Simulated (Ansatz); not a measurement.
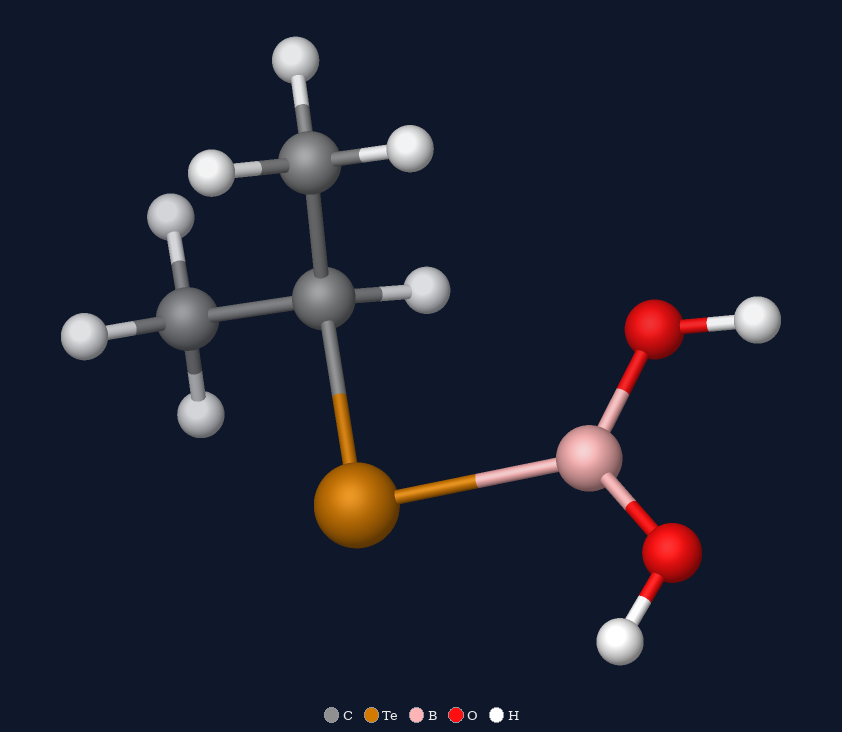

The geometry was computed by an optimisation with PBE0-D4/def2-TZVP.

Give the structural formula.

SMILES: CC(C)[Te]B(O)O

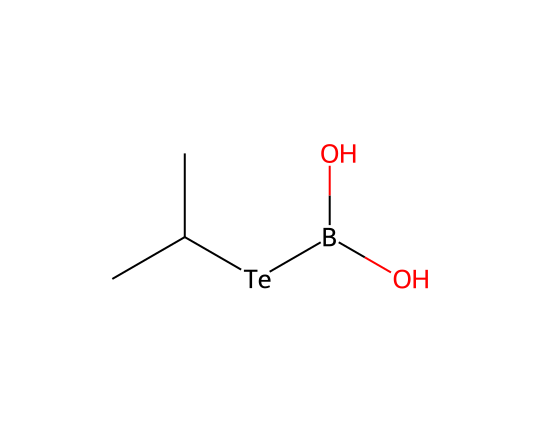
